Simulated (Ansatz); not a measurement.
System: Ga8SbP7.

The calculation's input:

```
crystal:
  lattice:
    - [11.0449962997, 0.0, 0.0]
    - [0.0, 11.0392817437, 0.0]
    - [0.0, 0.0, 11.0399192152]
  atoms:
    - { symbol: Ga, position: [0.0100219952, -0.0088102718, 0.0093375454] }
    - { symbol: Ga, position: [0.0094980834, 0.2397729061, 0.2596061707] }
    - { symbol: Ga, position: [0.2541273459, -0.0006117605, 0.2516503387] }
    - { symbol: Ga, position: [0.2526108224, 0.2500420152, 0.0017218998] }
    - { symbol: Ga, position: [-0.0004677091, -0.0019141818, 0.5011915351] }
    - { symbol: Ga, position: [0.0221796974, 0.2493893835, 0.7512529126] }
    - { symbol: Ga, position: [0.2519421202, -0.0015642513, 0.7500590691] }
    - { symbol: Ga, position: [0.2552516828, 0.2478248574, 0.5000878013] }
    - { symbol: Ga, position: [0.0094980834, 0.5102270939, -0.0096061707] }
    - { symbol: Ga, position: [0.0100219952, 0.7588102718, 0.2406624546] }
    - { symbol: Ga, position: [0.2526108224, 0.4999579848, 0.2482781002] }
    - { symbol: Ga, position: [0.2541273459, 0.7506117605, -0.0016503387] }
    - { symbol: Ga, position: [0.0221796974, 0.5006106165, 0.4987470874] }
    - { symbol: Ga, position: [-0.0004677091, 0.7519141818, 0.7488084649] }
    - { symbol: Ga, position: [0.2552516828, 0.5021751426, 0.7499121987] }
    - { symbol: Ga, position: [0.2519421202, 0.7515642513, 0.4999409309] }
    - { symbol: Ga, position: [0.4980578798, -0.0015642513, -5.90691e-05] }
    - { symbol: Ga, position: [0.4947483172, 0.2478248574, 0.2499121987] }
    - { symbol: Ga, position: [0.7504677091, -0.0019141818, 0.2488084649] }
    - { symbol: Ga, position: [0.7278203026, 0.2493893835, -0.0012529126] }
    - { symbol: Ga, position: [0.4958726541, -0.0006117605, 0.4983496613] }
    - { symbol: Ga, position: [0.4973891776, 0.2500420152, 0.7482781002] }
    - { symbol: Ga, position: [0.7399780048, -0.0088102718, 0.7406624546] }
    - { symbol: Ga, position: [0.7405019166, 0.2397729061, 0.4903938293] }
    - { symbol: Ga, position: [0.4947483172, 0.5021751426, 8.78013e-05] }
    - { symbol: Ga, position: [0.4980578798, 0.7515642513, 0.2500590691] }
    - { symbol: Ga, position: [0.7278203026, 0.5006106165, 0.2512529126] }
    - { symbol: Ga, position: [0.7504677091, 0.7519141818, 0.0011915351] }
    - { symbol: Ga, position: [0.4973891776, 0.4999579848, 0.5017218998] }
    - { symbol: Ga, position: [0.4958726541, 0.7506117605, 0.7516503387] }
    - { symbol: Ga, position: [0.7405019166, 0.5102270939, 0.7596061707] }
    - { symbol: Ga, position: [0.7399780048, 0.7588102718, 0.5093375454] }
    - { symbol: P, position: [0.1316501618, 0.121961549, 0.1281216122] }
    - { symbol: P, position: [0.1352843525, 0.3711979422, 0.3743630914] }
    - { symbol: P, position: [0.375, 0.1237840766, 0.375] }
    - { symbol: P, position: [0.3753769084, 0.375, 0.125] }
    - { symbol: P, position: [0.1316084477, 0.1213490719, 0.6220242893] }
    - { symbol: P, position: [0.1352843525, 0.3788020578, 0.8756369086] }
    - { symbol: P, position: [0.375, 0.1246214047, 0.875] }
    - { symbol: P, position: [0.3746230916, 0.375, 0.625] }
    - { symbol: P, position: [0.1316501618, 0.628038451, 0.1218783878] }
    - { symbol: P, position: [0.1281901971, 0.8773076287, 0.3750697794] }
    - { symbol: P, position: [0.375, 0.6253785953, 0.375] }
    - { symbol: P, position: [0.37489498, 0.875, 0.125] }
    - { symbol: P, position: [0.1316084477, 0.6286509281, 0.6279757107] }
    - { symbol: P, position: [0.1281901971, 0.8726923713, 0.8749302206] }
    - { symbol: P, position: [0.375, 0.6262159234, 0.875] }
    - { symbol: P, position: [0.37510502, 0.875, 0.625] }
    - { symbol: P, position: [0.6183915523, 0.1213490719, 0.1279757107] }
    - { symbol: P, position: [0.6147156475, 0.3711979422, 0.3756369086] }
    - { symbol: P, position: [0.875, 0.1188507626, 0.375] }
    - { symbol: Sb, position: [0.8749274098, 0.375, 0.125] }
    - { symbol: P, position: [0.6183498382, 0.121961549, 0.6218783878] }
    - { symbol: P, position: [0.6147156475, 0.3788020578, 0.8743630914] }
    - { symbol: Sb, position: [0.875, 0.1211986545, 0.875] }
    - { symbol: Sb, position: [0.8750725902, 0.375, 0.625] }
    - { symbol: P, position: [0.6183915523, 0.6286509281, 0.1220242893] }
    - { symbol: P, position: [0.6218098029, 0.8773076287, 0.3749302206] }
    - { symbol: Sb, position: [0.875, 0.6288013455, 0.375] }
    - { symbol: P, position: [0.8757990435, 0.875, 0.125] }
    - { symbol: P, position: [0.6183498382, 0.628038451, 0.6281216122] }
    - { symbol: P, position: [0.6218098029, 0.8726923713, 0.8750697794] }
    - { symbol: P, position: [0.875, 0.6311492374, 0.875] }
    - { symbol: P, position: [0.8742009565, 0.875, 0.625] }
scf:
  occupations: { method: gaussian, width: 0.01 }
output:
  eigenvalues: true
  write_density: true
  write_potential: true
  elf: true
  volumetric_format: npy
hamiltonian:
  xc: pbesol
magnetization:
  noncollinear: true
  spin_orbit: true
kpoints:
  mp_grid: { grid: [2, 2, 2] }
```

Command:

```sh
ansatz run input.yaml --threads 8 --pin off --max-ram 40960MiB --backend cpu --events-out ev --progress --plain --runs-dir out
```

Below, planes, directions and counts refer to the conventional cell (a = 11.04 Å, b = 11.04 Å, c = 11.04 Å, α = 90.00°, β = 90.00°, γ = 90.00°).

Space group P222₁; a generated structure, not necessarily the stable one.

Theory: DFT PBEsol, spin-orbit coupling, plane waves, PAW (Ansatz).

> What will maps of the valence pseudo-density and electron localisation function show?

Ga–P (2.35 Å): ρ at the midpoint is about 0.55 e/Å³; the ELF peaks at about 0.90 in the valence shell of P, 0.9 Å from its nucleus, and is about 0.75 at the midpoint.
Ga–P (2.37 Å): ρ is about 0.54 e/Å³ halfway; the ELF peaks at about 0.90 in the valence shell of P, 0.9 Å from its nucleus, and is about 0.75 at the midpoint.

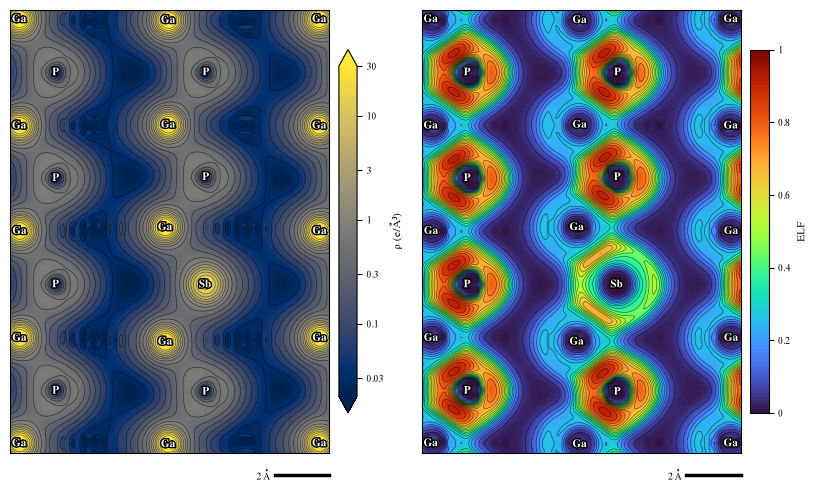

Computed valence pseudo-density and electron localisation function on the (101) plane of the conventional cell, in this order. 
